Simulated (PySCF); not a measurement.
SMILES CSc1ccccc1C#N (C8H7NS) at its GFN2-xTB optimised geometry (Å):

```
17

C     -0.8063    -2.6831     0.8323
S     -1.7579    -1.3710     0.0128
C     -0.7119     0.0496     0.0000
C     -1.3809     1.2728    -0.0476
C     -0.6888     2.4647    -0.0669
C      0.7005     2.4662    -0.0288
C      1.3800     1.2686     0.0000
C      0.6891     0.0496     0.0000
C      1.4896    -1.1110    -0.0521
N      2.2044    -2.0059    -0.1271
H     -1.5467    -3.3976     1.1806
H     -0.2660    -2.2670     1.6767
H     -0.1260    -3.1615     0.1356
H     -2.4601     1.2625    -0.0635
H     -1.2307     3.3976    -0.1008
H      1.2460     3.3971    -0.0287
H      2.4601     1.2462     0.0124
```

Computed with PBE0/def2-SVP (PySCF 2.14.0).

Map of the Laplacian of the electron density (e/bohr⁵) on the plane z = 1.5 Å:

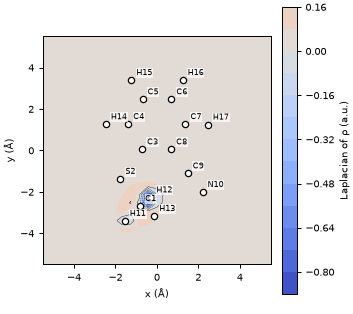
Figure: Laplacian of the electron density (e/bohr⁵) on the plane z = 1.5 Å.
